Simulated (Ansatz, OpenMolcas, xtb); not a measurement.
Li2 (lithium dimer): methods side by side

Li2 has 2 atoms, charge 0, and is taken as a singlet. SMILES: `[Li][Li]`. The bond length is the measured one.

```tsv
atom	x (Å)	y (Å)	z (Å)
Li	0.0000	0.0000	0.0000
Li	0.0000	0.0000	2.6729
```

Quantity: the HOMO–LUMO gap, in eV. The values are calculated.

| level | kind | program | value (eV) | CPU time |
| --- | --- | --- | --- | --- |
| GFN1-xTB | semi-empirical | xtb | 1.85 | under 2 s |
| HF/aug-cc-pVTZ | Hartree–Fock | OpenMolcas | 5.03 | 4.1 s |
| SVWN5/aug-cc-pVTZ | LDA | Ansatz | 1.42 | 2.1 s |
| PBE/aug-cc-pVTZ | GGA | Ansatz | 1.43 | 3.3 s |
| TPSS/aug-cc-pVTZ | meta-GGA | OpenMolcas | 1.59 | 15 s |
| r2SCAN0/aug-cc-pVTZ | hybrid meta-GGA | Ansatz | 2.60 | 7 s |
| CAM-B3LYP/aug-cc-pVTZ | range-separated hybrid | Ansatz | 3.95 | 4.3 s |
| B2PLYP/aug-cc-pVTZ | double hybrid | Ansatz | 3.48 | 5.2 s |

The values span 1.42 to 5.03 eV. Orbital gaps aren't excitation energies, and those of double hybrids come from the SCF part alone; they tend to grow with the share of exact exchange. CPU times are rough (shared hosts, several kinds of processor): they show what a rung costs within a factor of a few.

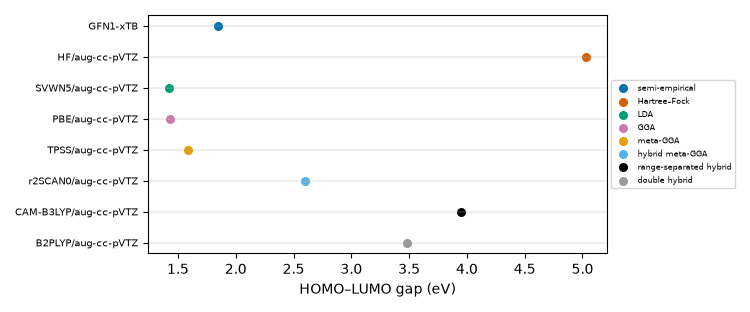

The values of the table, level by level.
